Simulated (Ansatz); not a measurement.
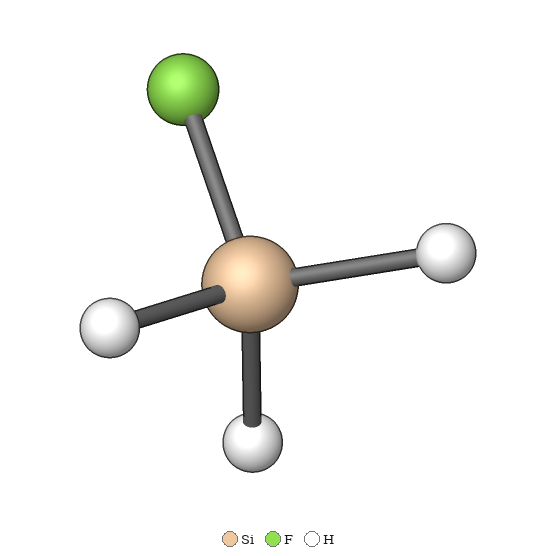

Sticks follow a distance rule. Harmonic vibrations computed with RKS PBE0-D4/def2-TZVP (Ansatz 0.2.0) at a stationary point of the same level.

Is this a minimum or a saddle point?

Answer. A minimum: no imaginary frequency, and the lowest mode lies at 723 cm⁻¹.

How many vibrational modes are there, and where do they lie?

Answer. 9 modes: 723, 723, 880, 956, 956, 987, 2250, 2257, 2257 cm⁻¹.
